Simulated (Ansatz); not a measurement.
Fields on a plane of GaSb (zinc blende)

```yaml
crystal:
  lattice:
    - [0.00000, 3.06622, 3.06622]
    - [3.06622, 0.00000, 3.06622]
    - [3.06622, 3.06622, 0.00000]
  atoms:
    - { symbol: Sb, position: [0.25000, 0.25000, 0.25000] }
    - { symbol: Ga, position: [0.00000, 0.00000, 0.00000] }
```

The slice is a {110} plane (indices of the conventional cell) through the point (0.250, 0.250, 0.250) (fractional), spanned by u = [100] and v = [1 -1 -1] in vectors of this cell: u (4.34 Å) and v (6.13 Å, at 90° to u). It covers one period; positions are fractions (u, v).

Atoms on it: Sb at (0.00, 0.00); Ga at (0.50, 0.25).

Computed with r2SCAN (plane waves to 500 eV, PAW, scalar-relativistic; Ansatz, a first-principles code). k mesh 13×13×13. Inside the PAW spheres the values are not all-electron values, and peaks at nuclei hang on which shells count as valence. GaSb was relaxed with its symmetry unable to fall. Spin-orbit coupling is left out, though Sb is heavy.

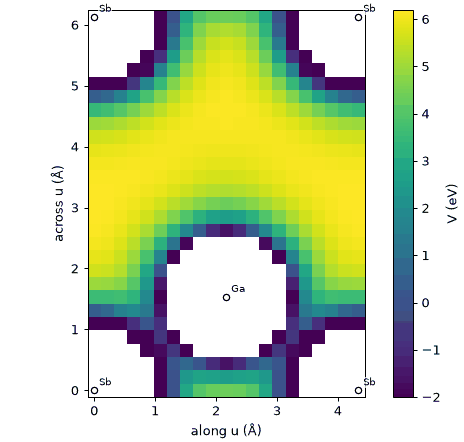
Figure. Electrostatic potential energy of an electron, from the cell's mean, in eV, one period of the plane, atoms marked. Points within 1 Å of a nucleus are left white, as the pseudised field means little there. Values under -2 eV are set to -2. The zero, the cell's mean, hangs on the PAW cores.

```
|00026643211123466200|
|00146532110112356410|
|22465421100011245642|
|66654321000001234566|
|66543210000000123456|
|44432100000000012344|
|33221100000000011223|
|11110000000000000111|
|11000000000000000001|
|00000000000000000000|
|00000000000000000000|
|00000000000000000000|
|00000001111111000000|
|00000011112111100000|
|00000011222221100000|
|00000112233322110000|
|00001122333332211000|
|00011123322233211100|
|11111233210123321111|
|12222332100012332222|
|33334442000002444333|
|45555552000002555555|
|66777764210124677776|
|66799876422246789976|
|22589986533356899852|
|00159976433346799510|
|00027875332335787200|
|00026754322234576200|
```
Scale: ten equal steps from 0.000 (start of '0') to 0.117 (end of '9'), in the order '0123456789'. Values: density of the highest valence band (whole band, smooth part) in e/Å³. The map has 20 points along u (one character each, u = 0 at the left) and 28 along v (v = 0 in the bottom row). 

The density on the Sb–Ga line (2.66 Å) at its density minimum, 1.5 Å from Sb is 0.41 e/Å³. The ELF at that point is 0.7. ELF maximum in the middle third of the Sb–Ga line: 0.72, 1.3 Å from Sb.
